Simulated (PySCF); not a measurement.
**NMR shielding calculation of C2H2BF3O**

C2H2BF3O, computed with GIAO OPBE/pcSseg-2 NMR shielding, non-relativistic, gas phase (PySCF 2.14.0).

The geometry comes from this level: PBE0-D3(BJ)/def2-SVP. Figures and captions count atoms from 1; the log counts them from 0 in places.

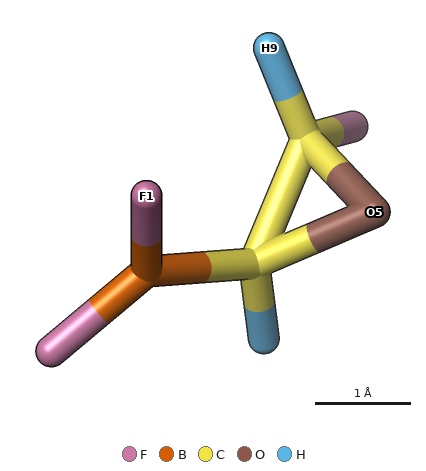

**Figure 1.** The structure as given in the input (stick view, seen at a tilt; atoms are numbered from 1 in the order of the input).

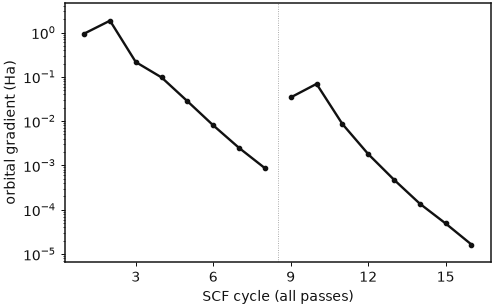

**Figure 2.** Convergence of the self-consistent field: orbital gradient against the SCF cycle. The dotted line marks the change from a coarse to the final integration grid. The first 8 cycles use a coarse grid, the final grid takes over at cycle 9, and the field converges after 16 cycles in all.

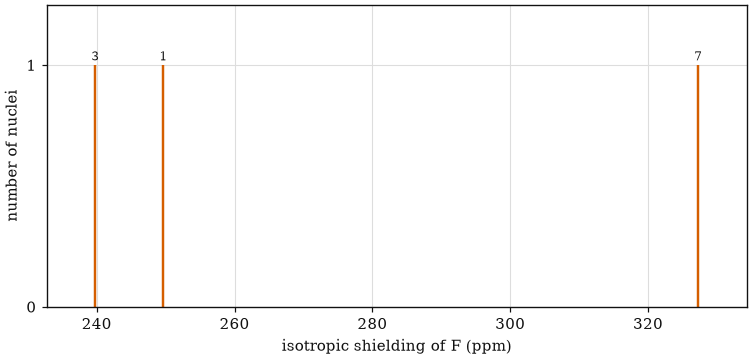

**Figure 3.** Isotropic shieldings of the fluorine nuclei in this fixed geometry, labelled by atom number; shielding grows to the right, so chemical shift grows to the left. The least shielded is F3 (239.8 ppm), the most shielded F7 (327.3 ppm).

The input that produced these results follows, with the program's output.

Input file
```
{"job": {"kind": "nmr", "xc": "OPBE", "basis": "pcSseg-2", "pop": false}, "charge": 0, "multiplicity": 1}
F      1.459247     1.533174     0.499715
B      1.405679     0.345511    -0.062668
F      2.530221    -0.317497    -0.226953
C      0.039992    -0.279297    -0.478960
O     -1.041611     0.650959    -0.737795
C     -1.146278    -0.109954     0.378911
F     -2.085757    -1.065662     0.359221
H      0.017655    -1.171041    -1.118019
H     -1.120824     0.398566     1.352220
```

The first line tells a small driver script what to run in PySCF; the rest is the geometry in Å.

Launch command:
```bash
OMP_NUM_THREADS=1 python <driver script> task.json out
```

The program's output
```
coarse grid: 8848 points
cycle   1  E = -476.9223471379  dE =  1.062e+00  |g| = 9.442e-01  |ddm| = 2.137e+00
cycle   2  E = -476.4980126200  dE =  4.243e-01  |g| = 1.851e+00  |ddm| = 1.628e+00
cycle   3  E = -477.0523676418  dE = -5.544e-01  |g| = 2.153e-01  |ddm| = 1.215e+00
cycle   4  E = -477.0602126126  dE = -7.845e-03  |g| = 9.679e-02  |ddm| = 1.644e-01
cycle   5  E = -477.0617121207  dE = -1.500e-03  |g| = 2.815e-02  |ddm| = 5.801e-02
cycle   6  E = -477.0618655627  dE = -1.534e-04  |g| = 8.036e-03  |ddm| = 2.228e-02
cycle   7  E = -477.0618776064  dE = -1.204e-05  |g| = 2.489e-03  |ddm| = 5.955e-03
cycle   8  E = -477.0618786784  dE = -1.072e-06  |g| = 8.696e-04  |ddm| = 2.156e-03
final grid: 90392 points
cycle   9  E = -477.0535795375  dE = -3.540e-04  |g| = 3.433e-02  |ddm| = 7.953e-02
cycle  10  E = -477.0529479730  dE =  6.316e-04  |g| = 6.938e-02  |ddm| = 4.690e-02
cycle  11  E = -477.0537425576  dE = -7.946e-04  |g| = 8.644e-03  |ddm| = 3.567e-02
cycle  12  E = -477.0537560007  dE = -1.344e-05  |g| = 1.812e-03  |ddm| = 5.325e-03
cycle  13  E = -477.0537565008  dE = -5.001e-07  |g| = 4.773e-04  |ddm| = 1.138e-03
cycle  14  E = -477.0537565482  dE = -4.744e-08  |g| = 1.373e-04  |ddm| = 3.899e-04
cycle  15  E = -477.0537565517  dE = -3.520e-09  |g| = 4.905e-05  |ddm| = 1.092e-04
cycle  16  E = -477.0537565521  dE = -3.557e-10  |g| = 1.643e-05  |ddm| = 3.698e-05
converged SCF energy = -477.0537565521

GIAO shielding tensors (ppm)
atom      isotropic    diamagn.    paramagn.     s11        s22        s33       span
  0 F      249.680     469.997    -220.317     73.343    289.811    385.886    312.543
  1 B       74.430     195.990    -121.559     56.222     81.300     85.769     29.547
  2 F      239.789     468.395    -228.606     54.724    290.193    374.451    319.727
  3 C      140.919     252.929    -112.011     92.908    141.257    188.591     95.684
  4 O      248.243     391.110    -142.867    112.096    266.963    365.669    253.573
  5 C       91.493     246.327    -154.834     43.476     79.275    151.728    108.252
  6 F      327.280     466.518    -139.238    249.374    318.433    414.033    164.659
  7 H       28.907      30.250      -1.343     22.927     28.279     35.515     12.588
  8 H       25.827      29.422      -3.595     20.167     26.324     30.990     10.824
```

Summary

- outcome: converged
- total energy: −477.053757 hartree
- HOMO: −7.25 eV
- LUMO: −1.64 eV
- dipole moment: 0.85 D
- isotropic shielding, F: 239.8 to 327.3 ppm
- isotropic shielding, B: 74.4 ppm
- isotropic shielding, C: 91.5 to 140.9 ppm
- isotropic shielding, O: 248.2 ppm
- isotropic shielding, H: 25.8 to 28.9 ppm
- hardware: 1 CPU thread, shared host
- wall time: 46 s
- peak memory: 0.84 GiB
